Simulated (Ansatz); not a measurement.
## Electronic structure of BFH₂···H₂ in real space

Input file:

```
crystal:
  periodic: [false, false, false]
  atoms:
    - { symbol: B, position_ang: [-0.096396, 0.391312, -0.644147] }
    - { symbol: F, position_ang: [1.260836, 0.43523, -0.478801] }
    - { symbol: H, position_ang: [-0.548376, -0.523138, -1.305152] }
    - { symbol: H, position_ang: [-0.744152, 1.304857, -0.171296] }
    - { symbol: H, position_ang: [0.374938, -0.687846, 1.178527] }
    - { symbol: H, position_ang: [-0.246851, -0.920314, 1.42087] }
basis:
  gaussian: { orbitals: def2-SVP }
hamiltonian:
  xc: pbe
relax:
  f_tol: 0.03
  max_steps: 50
output:
  orbitals: {}
```

Run with:

```sh
ansatz run input.yaml --threads 1 --pin off --max-ram 2048MiB --backend cpu --events-out ev --progress --plain --runs-dir out
```

The fields are those of the relaxed geometry.

All numbers below come from RKS PBE/def2-SVP in Ansatz.

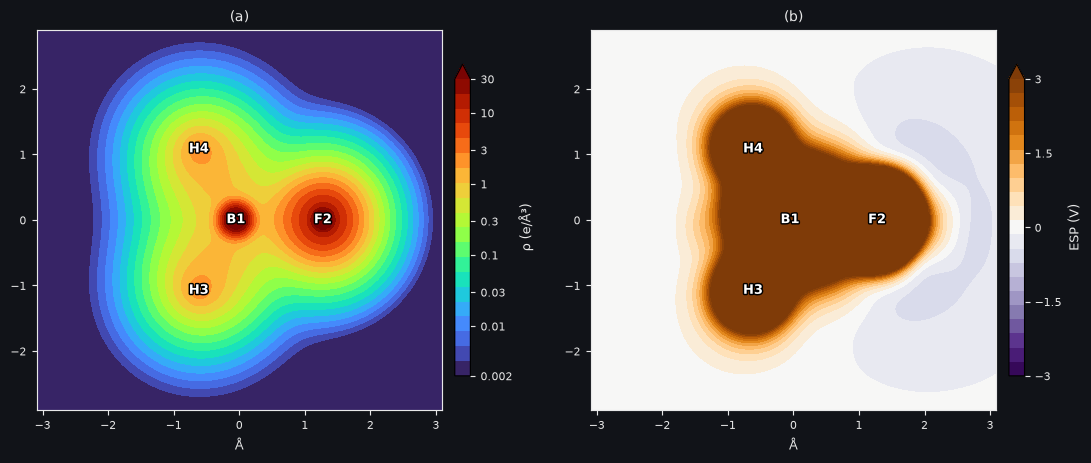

Figure 1. (a) electron density; (b) electrostatic potential on the plane of atoms F2, B1 and H4.

Q: Describe what can be read from this map.

A:
- The plane passes through B, F and H nuclei.
- B–F (1.33 Å): ρ is about 2.1 e/Å³ halfway.
- B–H (1.22 Å): the density is about 1.2 e/Å³ at the midpoint.
- Outside the dense part of the complex the potential is most negative (−0.6 V) near F2.

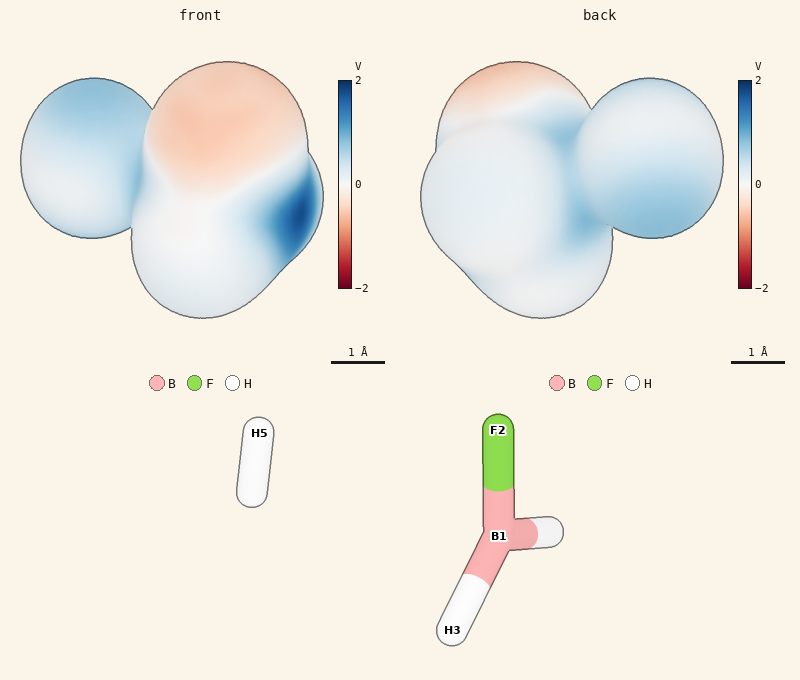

Figure 2. The electrostatic potential painted on the density surface at 0.002 e/bohr³, seen from the front and from behind; red is negative and blue positive. The bare structure is drawn below in the same view.

Q: Describe the electrostatic potential map.

A: The most negative region (about −0.5 V, or −12 kcal/mol for a unit charge) lies over F2, the most positive (about +1.6 V, or +37 kcal/mol for a unit charge) over B1.

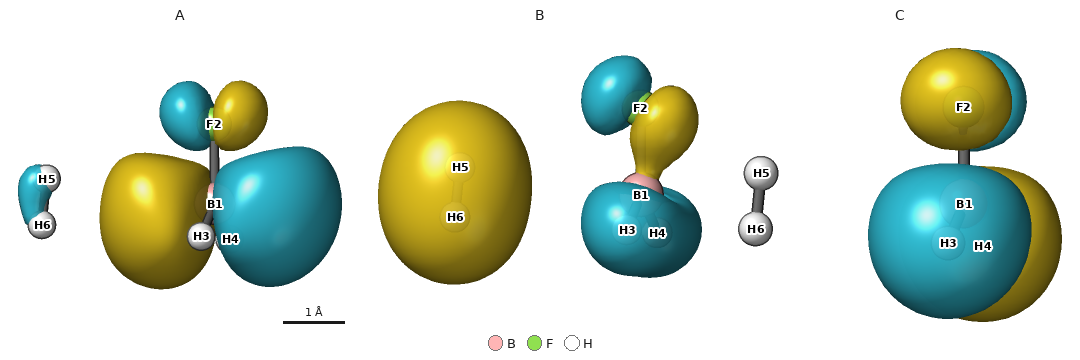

Figure 3. Three frontier orbitals at ±0.1 Å⁻³ᐟ² (yellow and cyan are the two phases), in no order.

Q: Which picture is the HOMO−1, the HOMO and the LUMO?

A: B is the HOMO−1 (−10.27 eV). Its weight (Hirshfeld) is mainly on H6 (about 35 %), H5 (about 35 %), B1 (about 10 %) and F2 (about 10 %). C is the HOMO (−7.55 eV). Its weight (Hirshfeld) is mainly on B1 (about 30 %), F2 (about 25 %), H3 (about 20 %) and H4 (about 20 %). A is the LUMO (−1.98 eV). By Hirshfeld shares it lies mainly on B1 (about 65 %), F2 (about 15 %), H3 (about 5 %) and H4 (about 5 %).

Q: What is the HOMO–LUMO gap?

A: 5.57 eV between the orbital energies.

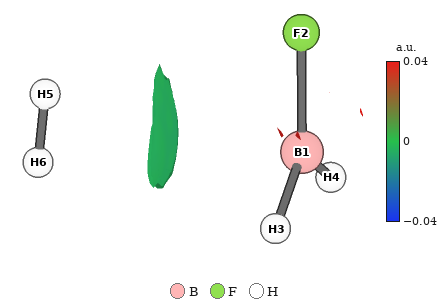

Figure 4. Non-covalent interaction (NCI) plot: the surface where the reduced density gradient is 0.6, for densities under 0.05 a.u., coloured by sign(λ₂)ρ; seen at a tilt.

Q: Which non-covalent interactions does the plot reveal?

A: Between H5 and H6 on one side and B1 on the other: a weak contact (green).
